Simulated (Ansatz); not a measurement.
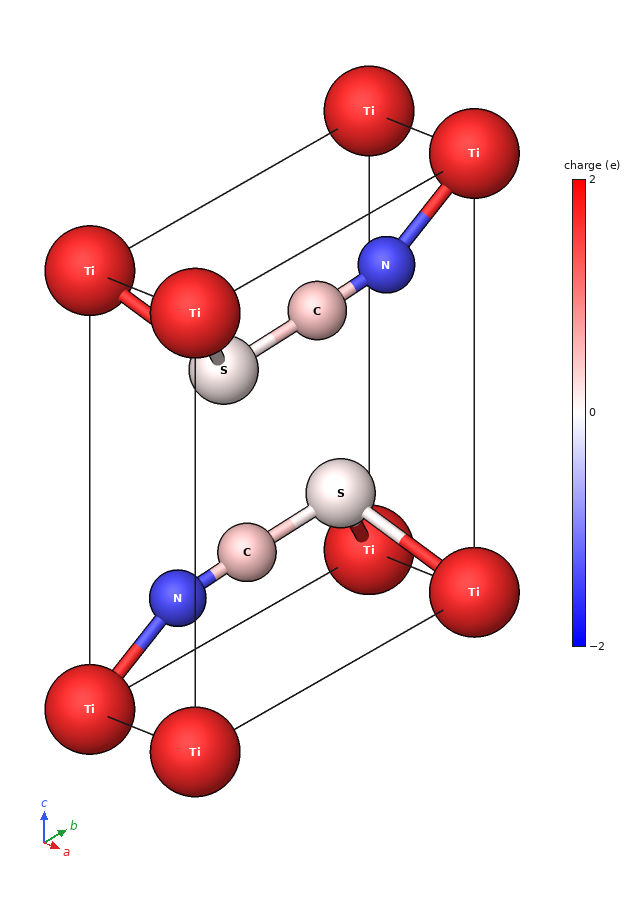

An orthographic ball-and-stick view of the structure, slightly off an axis. The simulation cell is outlined; an atom on or near a face, edge or corner is repeated at each equivalent position. The atoms of this TiC₂S₂N₂ cell are coloured by their Bader charge.

Results below were computed with Ansatz 0.2.0, DFT, PAW plane waves, r2SCAN; the settings were wavefunction cutoff 500 eV, Brillouin-zone sampling on a 5×4×3 mesh, Fermi-Dirac smearing of 0.1 eV, collinear spins. The state is ferromagnetic.

**What charges do the elements carry?**

Most positive: Ti; most negative: N. Charges: about Ti +1.7 e; C +0.4 e; S +0.1 e; N -1.4 e.

Provenance: a generated cell, made by putting these elements into a known structure type (the compound may or may not exist in this form); not relaxed. It was run through Ansatz as a DFT input.

At this level of theory the cell isn't at rest (forces up to 3.6 eV/Å), so its distances can differ from those at equilibrium, the more so the softer the solid, and its magnetic state may change on relaxation.
